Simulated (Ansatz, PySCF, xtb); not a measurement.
C2H2 (SMILES C#C) and CH3Br (SMILES CBr) are pulled apart as rigid monomers along the line of their centres of mass, from the B3LYP-D3(BJ)/def2-TZVP minimum. Starting geometry (charge 0, multiplicity 1):
```xyz
9

C     -0.0481     0.4930     0.1742
C     -0.0073    -0.2667    -0.7506
H     -0.0861     1.1527     1.0091
H      0.0299    -0.9323    -1.5782
C     -0.4002    -1.2031     3.3590
Br    -0.3503     0.6766     3.9135
H     -0.3032    -1.2260     2.2790
H     -1.3518    -1.6105     3.6811
H      0.4294    -1.7057     3.8433
```

Interaction energies with rigid monomers; basis-set methods are counterpoise corrected unless marked otherwise.

Rows in 6-31G* carry no dispersion term and start afresh at each structure (6-31G* with six Cartesian d functions); the Pople sets are all-electron and without relativity. MP2/6-31G* freezes PySCF's default core, which leaves 3d correlated.

Programs: Ansatz (Gaussian basis) for Hartree–Fock, density functionals and correlated methods; PySCF for 6-31G* rows; xtb for the GFN methods. Each number belongs to the level named beside it.

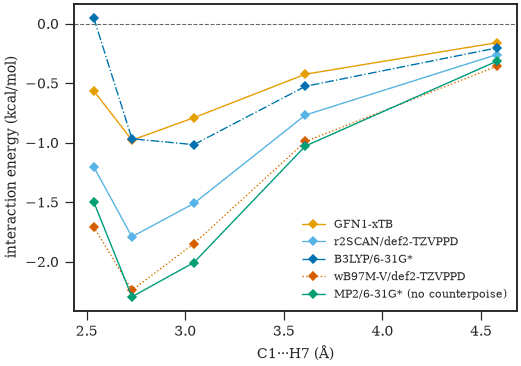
Figure: Interaction energy against separation

Q: Which level binds most strongly at C1···H7 = 2.73, and by how much?

A: MP2/6-31G* (no counterpoise), -2.3 kcal/mol.

Ansatz is a quantum-chemistry and plane-wave program.
